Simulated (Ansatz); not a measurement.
Run report: Si, geometry relaxation (part 2 of 2)

Continued. System: Si (defect cell, 17 atoms in the cell). Method: DFT r2SCAN, scalar-relativistic, plane waves, PAW, PAW set soft_1, no spin polarisation (Ansatz 0.2.0); cutoff 500 eV, 2×2×2 k-mesh, Fermi–Dirac smearing of 0.02 eV. It belongs to a series of runs on one base structure; here: end point B relaxed.

Geometry of the input (Å; fractional positions):
```
0.0000  5.4300  5.4300
5.4300  0.0000  5.4300
5.4300  5.4300  0.0000
Si 0.0000  0.0000  0.0000
Si 0.1250  0.1250  0.1250
Si -0.0000  0.0000  0.5000
Si 0.1250  0.1250  0.6250
Si -0.0000  0.5000  0.0000
Si 0.1250  0.6250  0.1250
Si -0.0000  0.5000  0.5000
Si 0.1250  0.6250  0.6250
Si 0.5000  -0.0000  0.0000
Si 0.6250  0.1250  0.1250
Si 0.5000  0.0000  0.5000
Si 0.6250  0.1250  0.6250
Si 0.5000  0.5000  0.0000
Si 0.6250  0.6250  0.1250
Si 0.5000  0.5000  0.5000
Si 0.6250  0.6250  0.6250
Si 0.7538  0.7487  0.7527
```

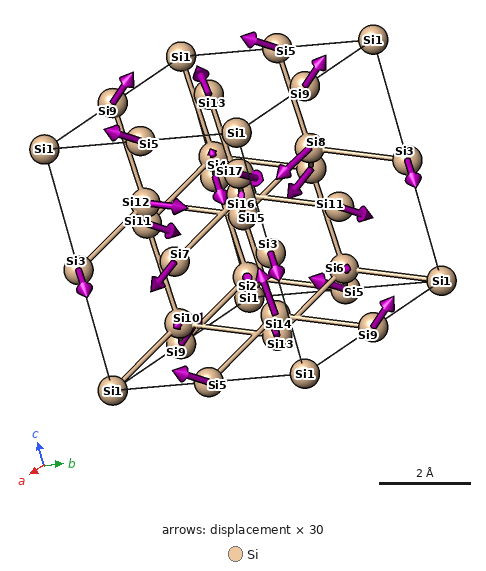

**Figure 1.** The starting structure with the displacements as pink arrows, magnified 30 times (ball-and-stick view of the cell of the calculation, seen slightly off an axis). The energy falls by 6.6 meV per atom in 3 geometry steps. Largest force component: 0.59 eV/Å at the start, 0.022 eV/Å at the end. The largest move is that of Si8, 0.040 Å. The lattice vectors keep their values. Among the contacts that change: Si14–Si17 2.335 → 2.388 Å, Si12–Si15 2.351 → 2.315 Å, Si15–Si16 2.351 → 2.315 Å, Si11–Si12 2.351 → 2.382 Å. (Atoms are counted from 1 in the order of the input.)

```
SCF converged after 2 iterations
Free energy (F): -10859.473133 eV
Harris-Foulkes:  -10859.473133 eV  (|F-HF|=4.27e-10)
Internal energy: -10859.463550 eV  (E = F + TS)
E sigma→0 (E₀):  -10859.468341 eV
Entropy (-TS):   -0.009583 eV (-0.564 meV/atom)
Fermi energy:    7.390104 eV
--- Per-component energies (eV) ---
  E_band       = 92.459833
  E_kinetic    = 707.031404
  E_local      = -398.464223  (includes V_loc(G=0)·N_el)
  E_nonlocal   = 376.918564
  E_hartree    = 135.731383
  E_xc         = -901.438763
  E_vxc        = -872.131049  (∫ρ·V_xc dr)
  E_paw        = -8811.867852  (= ΣΔE_a)
  E_vpaw       = -26.663705  (= ΣTr[D̂ρ^β])
  E_aug_tail   = 0.000243  (compensation charges beyond the density's cutoff)
  E_vtau       = 34.305912  (kinetic-family band-sum trace: ∫τ·v_τ [+ j·A + Jᵃ·Aᵃ] dr)
  E_ewald      = -1966.074942
  E_core_change = -1.299362  (= ΣΔE_core)
  E_smearing   = -0.009583  (= −TS)
  E_closure    = 0.000000  (closes the sum)
  Σ components = -10859.473133   (vs F -10859.473133, Δ=0.00e0)
--- Forces (eV/Å), atoms counted from 1 ---
  atom   1  Si     0.00021610     0.00122068     0.00044500
  atom   2  Si    -0.01635147    -0.01606823    -0.01650168
  atom   3  Si     0.00258587     0.00009286    -0.01489964
  atom   4  Si     0.01850622     0.01544102    -0.01933917
  atom   5  Si     0.00111052    -0.01730829     0.00037077
  atom   6  Si     0.01709473    -0.01748441     0.01658284
  atom   7  Si     0.01643435    -0.00080932    -0.00202908
  atom   8  Si     0.00323396    -0.00127594    -0.00293138
  atom   9  Si    -0.01471879     0.00059095     0.00236699
  atom  10  Si    -0.01962090     0.01585965     0.01841833
  atom  11  Si    -0.00039051     0.02206013    -0.00010539
  atom  12  Si     0.00176179    -0.00090589     0.00229064
  atom  13  Si    -0.00183834    -0.00033297     0.01716595
  atom  14  Si    -0.00248039    -0.00026759     0.00266527
  atom  15  Si     0.00060072     0.00313070     0.00121986
  atom  16  Si    -0.00717084    -0.00628537    -0.00682379
  atom  17  Si     0.00102761     0.00234578     0.00110590
  max |Σ_I F_I| component: 3.76e-6 eV/Å
--- Relaxed structure (4 steps of the walk, 4 accepted, 0 SCFs on fresh bases) ---
  F+E_penalty+E_count = -10859.47313295 eV   max|allowed force component| = 2.206e-2 eV/Å
  atoms:
    - { symbol: Si, position: [3.906661889683027e-5, -2.5554999954476995e-5, 1.9544793552951162e-5] }
    - { symbol: Si, position: [0.12475092366818054, 0.12447672117089671, 0.12469059794657437] }
    - { symbol: Si, position: [0.0031908198416554, 0.002783310592814535, 0.4971093888592179] }
    - { symbol: Si, position: [0.1247965532960122, 0.12461413342124102, 0.6261167081270352] }
    - { symbol: Si, position: [0.003196616343204395, 0.49688717751762895, 0.0031062365704437322] }
    - { symbol: Si, position: [0.1247917203179098, 0.6260797884319544, 0.12474146455760204] }
    - { symbol: Si, position: [0.0032609520954069993, 0.49704010184852876, 0.49715486861387875] }
    - { symbol: Si, position: [0.13131638058663447, 0.6228732362531182, 0.6231404624718699] }
    - { symbol: Si, position: [0.4971673687322321, 0.002790243267934811, 0.0031072728813171524] }
    - { symbol: Si, position: [0.626133918950242, 0.1246218913061719, 0.12475423805809671] }
    - { symbol: Si, position: [0.49716518449536157, 0.003008318156303591, 0.49712635993391474] }
    - { symbol: Si, position: [0.6232638215025209, 0.1306789645645683, 0.6231964847113636] }
    - { symbol: Si, position: [0.4971958783941747, 0.4970421739771329, 0.0031940172359258834] }
    - { symbol: Si, position: [0.6232230187066976, 0.6228890498347246, 0.13118746793379843] }
    - { symbol: Si, position: [0.5004644166113763, 0.4998736349919357, 0.5003455028430901] }
    - { symbol: Si, position: [0.6233932889339722, 0.6231890774458071, 0.623339296282372] }
    - { symbol: Si, position: [0.7504745109055229, 0.7498658822191935, 0.7503471081799475] }
```

### Trajectory as extended XYZ (Å, eV, eV/Å), 4 frames, from step=1 to step=4
```
17
Lattice="0.0000 5.4300 5.4300 5.4300 0.0000 5.4300 5.4300 5.4300 0.0000" Properties=species:S:1:pos:R:3:forces:R:3 step=1 energy=-10859.36018
Si    0.0000    0.0000    0.0000   -0.0005  -0.0018  -0.0008
Si    1.3575    1.3575    1.3575   -0.0913  -0.0738  -0.0873
Si    2.7150    2.7150    0.0000    0.0197  -0.0142   0.5159
Si    4.0725    4.0725    1.3575    0.0684   0.0857  -0.0558
Si    2.7150    0.0000    2.7150    0.0054   0.5543  -0.0025
Si    4.0725    1.3575    4.0725    0.0846  -0.0583   0.0885
Si    5.4300    2.7150    2.7150   -0.4815  -0.0276  -0.0302
Si    6.7875    4.0725    4.0725   -0.5867   0.5330   0.5610
Si    0.0000    2.7150    2.7150    0.5054  -0.0099   0.0162
Si    1.3575    4.0725    4.0725   -0.0551   0.0809   0.0677
Si    2.7150    5.4300    2.7150   -0.0124  -0.4399  -0.0117
Si    4.0725    6.7875    4.0725    0.4195  -0.4658   0.4123
Si    2.7150    2.7150    5.4300   -0.0267  -0.0234  -0.4718
Si    4.0725    4.0725    6.7875    0.5332   0.4980  -0.5581
Si    5.4300    5.4300    5.4300    0.0137   0.0642   0.0249
Si    6.7875    6.7875    6.7875   -0.3380  -0.3662  -0.3445
Si    8.1524    8.1803    8.1586   -0.0578  -0.3352  -0.1237
17
Lattice="0.0000 5.4300 5.4300 5.4300 0.0000 5.4300 5.4300 5.4300 0.0000" Properties=species:S:1:pos:R:3:forces:R:3 step=2 energy=-10859.46226
Si   -0.0004   -0.0019   -0.0007    0.0008   0.0032   0.0013
Si    1.3485    1.3494    1.3487    0.0495   0.0408   0.0476
Si    2.7155    2.7144    0.0240   -0.0039   0.0000   0.1316
Si    4.0791    4.0803    1.3517   -0.0421  -0.0506   0.0356
Si    2.7151    0.0241    2.7148   -0.0014   0.1439  -0.0006
Si    4.0806    1.3508    4.0808   -0.0482   0.0349  -0.0501
Si    5.4064    2.7140    2.7141   -0.1216   0.0027   0.0046
Si    6.7692    4.0878    4.0895   -0.1822   0.1826   0.1829
Si    0.0239    2.7145    2.7153    0.1285  -0.0007  -0.0038
Si    1.3519    4.0798    4.0789    0.0358  -0.0488  -0.0423
Si    2.7147    5.4074    2.7146    0.0020  -0.1108   0.0014
Si    4.0853    6.7723    4.0849    0.1283  -0.1254   0.1285
Si    2.7143    2.7142    5.4066    0.0045   0.0020  -0.1190
Si    4.0889    4.0868    6.7699    0.1699   0.1699  -0.1690
Si    5.4319    5.4388    5.4334   -0.0024  -0.0092  -0.0038
Si    6.7773    6.7758    6.7769   -0.0915  -0.0892  -0.0911
Si    8.1505    8.1717    8.1553   -0.0258  -0.1453  -0.0539
17
Lattice="0.0000 5.4300 5.4300 5.4300 0.0000 5.4300 5.4300 5.4300 0.0000" Properties=species:S:1:pos:R:3:forces:R:3 step=3 energy=-10859.47313
Si    0.0000    0.0003    0.0001    0.0002   0.0012   0.0004
Si    1.3530    1.3545    1.3533   -0.0164  -0.0161  -0.0165
Si    2.7144    2.7166    0.0324    0.0026   0.0001  -0.0149
Si    4.0765    4.0775    1.3543    0.0185   0.0154  -0.0193
Si    2.7150    0.0342    2.7155    0.0011  -0.0173   0.0004
Si    4.0770    1.3550    4.0772    0.0171  -0.0175   0.0166
Si    5.3985    2.7173    2.7166    0.0164  -0.0008  -0.0020
Si    6.7659    4.0967    4.0953    0.0033  -0.0013  -0.0030
Si    0.0320    2.7165    2.7148   -0.0147   0.0006   0.0024
Si    1.3541    4.0773    4.0766   -0.0196   0.0159   0.0184
Si    2.7157    5.3990    2.7159   -0.0004   0.0220  -0.0001
Si    4.0935    6.7683    4.0939    0.0018  -0.0009   0.0023
Si    2.7163    2.7171    5.3987   -0.0018  -0.0003   0.0171
Si    4.0946    4.0964    6.7664   -0.0025  -0.0003   0.0027
Si    5.4312    5.4344    5.4318    0.0006   0.0031   0.0012
Si    6.7686    6.7698    6.7689   -0.0072  -0.0063  -0.0069
Si    8.1462    8.1495    8.1468    0.0010   0.0024   0.0011
17
Lattice="0.0000 5.4300 5.4300 5.4300 0.0000 5.4300 5.4300 5.4300 0.0000" Properties=species:S:1:pos:R:3:forces:R:3 step=4 energy=-10859.47313
Si    0.0000    0.0003    0.0001    0.0002   0.0012   0.0004
Si    1.3530    1.3545    1.3533   -0.0164  -0.0161  -0.0165
Si    2.7144    2.7166    0.0324    0.0026   0.0001  -0.0149
Si    4.0765    4.0775    1.3543    0.0185   0.0154  -0.0193
Si    2.7150    0.0342    2.7155    0.0011  -0.0173   0.0004
Si    4.0770    1.3550    4.0772    0.0171  -0.0175   0.0166
Si    5.3985    2.7173    2.7166    0.0164  -0.0008  -0.0020
Si    6.7659    4.0967    4.0953    0.0032  -0.0013  -0.0029
Si    0.0320    2.7165    2.7148   -0.0147   0.0006   0.0024
Si    1.3541    4.0773    4.0766   -0.0196   0.0159   0.0184
Si    2.7157    5.3990    2.7159   -0.0004   0.0221  -0.0001
Si    4.0935    6.7683    4.0939    0.0018  -0.0009   0.0023
Si    2.7163    2.7171    5.3987   -0.0018  -0.0003   0.0172
Si    4.0946    4.0964    6.7664   -0.0025  -0.0003   0.0027
Si    5.4312    5.4344    5.4318    0.0006   0.0031   0.0012
Si    6.7686    6.7698    6.7689   -0.0072  -0.0063  -0.0068
Si    8.1462    8.1495    8.1468    0.0010   0.0023   0.0011
```
